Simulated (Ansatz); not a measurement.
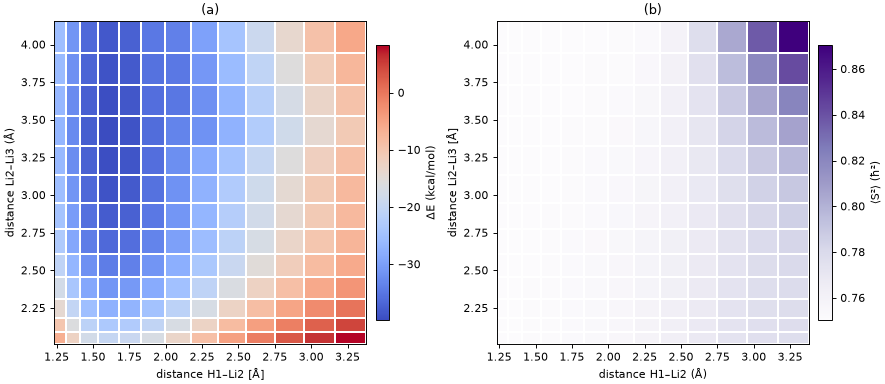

The system H + Li₂, spin multiplicity 2. First axis: distance H1–Li2. Second axis: distance Li2–Li3. Nothing is relaxed (the angle H1–Li2–Li3 is fixed at 180 degrees). The scan uses a 13 × 13 grid. Points are written as (first, second). All energies are given in kcal/mol relative to H far from the relaxed LiLi (each part in its own basis). The D4 coefficients can switch as the alkali atoms part, which puts small steps into the map. The calculation used Ansatz, UKS PBE-D4/def2-SVPD.

Panel (a) is the energy; panel (b) is the computed ⟨S²⟩, in ħ².

In the figure: one coloured cell a grid point.

### How does the ⟨S²⟩ vary over the map, and what is it at the lowest grid point?

Leaving out the highest fifth of the energies, it runs from 0.75 ħ² at (1.272 Å, 3.834 Å) to 0.82 ħ² at (3.058 Å, 3.834 Å). At the lowest grid point, (1.602 Å, 3.424 Å), it is 0.75 ħ².
